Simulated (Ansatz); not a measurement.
**Abstraction of F: GeH3F + SiF3 → GeH3 + SiF4**

Species: GeH3F (fluorogermane) `[F][GeH3]`, singlet; SiF3 (trifluorosilyl) `F[Si](F)F`, doublet; GeH3 `[GeH3]`, doublet; SiF4 (silicon tetrafluoride) `F[Si](F)(F)F`, singlet. A radical takes F: the energy is the difference in strength between the Ge–F bond broken and the Si–F bond made.

Shapes, held fixed at every level: PBE0-D4/def2-TZVP. Programs: Ansatz 0.2.0. The zero-point and thermal change to 298 K, harmonic and unscaled (PBE0-D4/def2-TZVP), is -1.8 kJ/mol.

| level | kind | ΔH(298 K) (kJ/mol) | less CCSD(T)/def2-TZVPP |
| --- | --- | --- | --- |
| HF/def2-TZVPP | Hartree–Fock | -159.9 | -0.3 |
| r2SCAN-D4/def2-TZVPP | meta-GGA | -150.6 | +9.0 |
| r2SCAN0-D4/def2-TZVPP | global hybrid | -159.5 | +0.1 |
| B2PLYP/def2-TZVPP | double hybrid | -150.1 | +9.5 |
| MP2/def2-TZVPP | perturbation theory | -154.5 | +5.1 |
| CCSD/def2-SVP | coupled cluster or CI | -149.2 | +10.4 |
| CCSD/def2-TZVPP | coupled cluster or CI | -162.5 | -2.9 |
| CCSD(T)/def2-TZVPP | coupled cluster or CI | -159.6 | 0.0 |

The highest level, CCSD(T)/def2-TZVPP, gives ΔH(298 K) = -159.6 kJ/mol; the levels span -162.5 to -149.2. The column of differences is taken from that level and isn't an error. No measured value is set beside it here. Open shells run unrestricted unless RO is named. Relativity is left out for Ge unless named. Correlated rows may include outer-core shells of Ge, which these sets cover unevenly.

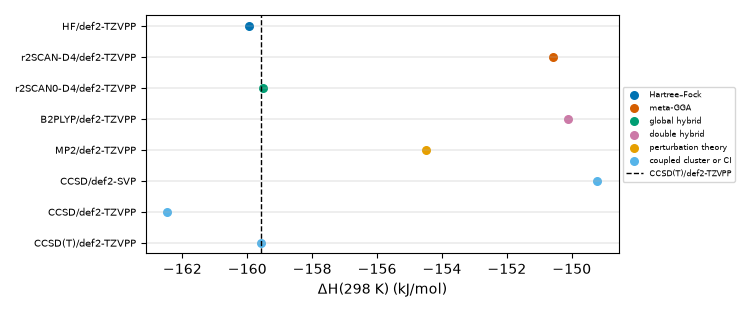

The values of the table, level by level.
